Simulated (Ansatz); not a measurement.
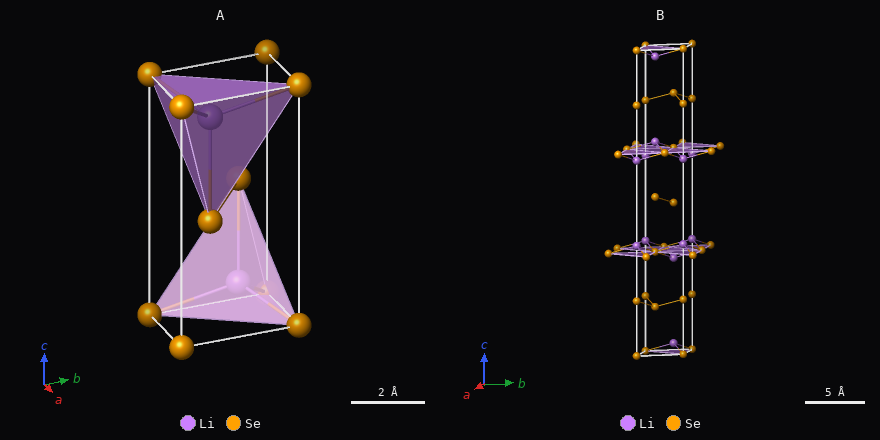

Two structures of Li2Se3, each relaxed to rest (conventional cells in solid outline, small ones repeated, not to one scale). Method: DFT PBE, scalar-relativistic, plane waves, PAW in Ansatz 0.2.0, without spin polarisation.

Question: Which structures are these?

Answer: A: 5 atoms a cell on a primitive hexagonal lattice, P-3m1. B: 15 atoms a cell on a rhombohedral (trigonal R) lattice, R-3m.

Question: Which form lies lower?

Answer: A is lower, by 44 meV/atom at this level of theory (energies at zero smearing). Volumes: A 21.8, B 27.8 Å³/atom.

One or both may be structure types tried for this composition rather than known phases.
